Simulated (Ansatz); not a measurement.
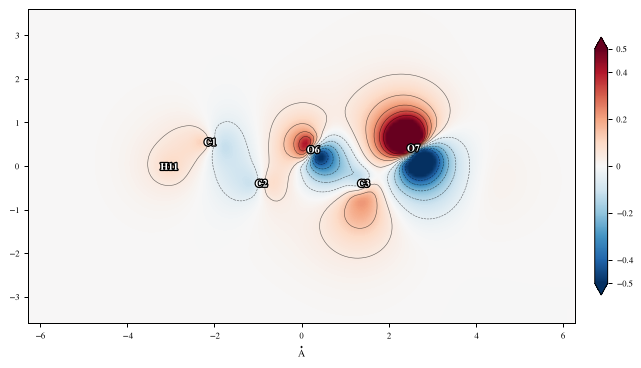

*C$_{5}$H$_{8}$O$_{3}$. The HOMO−1 on the plane of atoms C2, O6 and C3 (values in Å⁻³ᐟ²; the overall sign is arbitrary).*

Geometry: r2SCAN-D4/def2-SVP.

Level of theory: Ansatz, isolated molecule in a Gaussian basis; Kohn-Sham density functional theory, functional PBE0.

| atom | x (Å) | y (Å) | z (Å) |
| --- | --- | --- | --- |
| C | 1.9305 | 0.7290 | -1.7041 |
| C | 1.4206 | 1.4032 | -0.4529 |
| C | 0.7976 | 0.9221 | 1.7569 |
| C | -0.6126 | -0.1791 | 2.8791 |
| C | -0.7495 | 0.9495 | 1.8567 |
| O | 1.2515 | 0.4072 | 0.5505 |
| O | 0.8219 | -0.0732 | 2.7648 |
| O | -1.6401 | 1.5410 | 1.3223 |
| H | 1.2089 | -0.0226 | -2.0574 |
| H | 2.8866 | 0.2220 | -1.5052 |
| H | 2.0838 | 1.4692 | -2.5036 |
| H | 0.4577 | 1.9163 | -0.6430 |
| H | 2.1369 | 2.1716 | -0.0924 |
| H | 1.3561 | 1.8441 | 2.0379 |
| H | -1.0021 | -1.1628 | 2.5569 |
| H | -0.9870 | 0.0504 | 3.8934 |

**Where does this orbital lie, and at what energy?**

By Hirshfeld shares it lies mainly on O7 (about 55 %), C4 (about 10 %) and C3 (about 5 %). Its energy is −8.53 eV.
